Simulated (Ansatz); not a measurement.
Input

```
crystal:
  periodic: [false, false, false]
  atoms:
    - { symbol: Si, position_ang: [-1.337687, 0.267014, 0.896749] }
    - { symbol: "N", position_ang: [-0.553246, -1.292223, 1.25338] }
    - { symbol: H, position_ang: [-2.246837, 0.029412, -0.262882] }
    - { symbol: H, position_ang: [-2.124983, 0.713929, 2.086187] }
    - { symbol: H, position_ang: [-0.409907, 1.397374, 0.551532] }
    - { symbol: H, position_ang: [0.884764, -0.590529, -0.443522] }
    - { symbol: Si, position_ang: [1.360812, 0.416376, -1.372379] }
    - { symbol: H, position_ang: [0.214104, -1.320884, 1.919162] }
    - { symbol: H, position_ang: [-0.391216, -1.927941, 0.479638] }
    - { symbol: H, position_ang: [2.009943, 1.535757, -0.623528] }
    - { symbol: H, position_ang: [2.370331, -0.179738, -2.302643] }
    - { symbol: H, position_ang: [0.224021, 0.951455, -2.181795] }
basis:
  gaussian: { orbitals: def2-SVP }
hamiltonian:
  xc: pbe0
  dispersion: d4
relax:
  f_tol: 0.03
  max_steps: 50
output:
  orbitals: {}
```

Launched as:

```sh
ansatz run input.yaml --threads 2 --pin off --max-ram 3072MiB --backend cpu --events-out ev --progress --plain --runs-dir out
```

The fields are those of the run's last geometry, not of the input's.

All numbers below come from RKS PBE0-D4/def2-SVP in Ansatz 0.2.0.

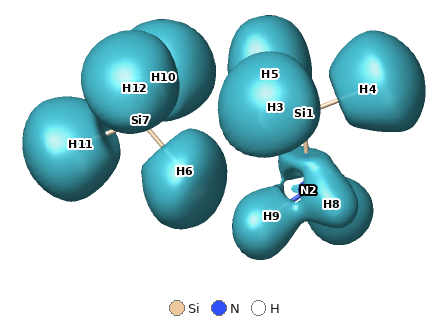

H$_{5}$NSi···SiH$_{4}$. Isosurface of the ELF at 0.8 (cyan), seen at a tilt. Core shells and regions of very low density are left out.

Q: Describe the localisation domains.

A: At this value the surface marks out seven regions around hydrogen nuclei and one joined region spread over several atoms (H, N), in which their bonds and any lone pairs are merged. Along the contacts the grid gives the following. Si1···Si7 (4.04 Å): the ELF dips to about 0 between them (a weak contact between the two molecules). Si–N (1.73 Å): the ELF peaks at about 0.90 between the atoms (a shared but strongly polarised pair).
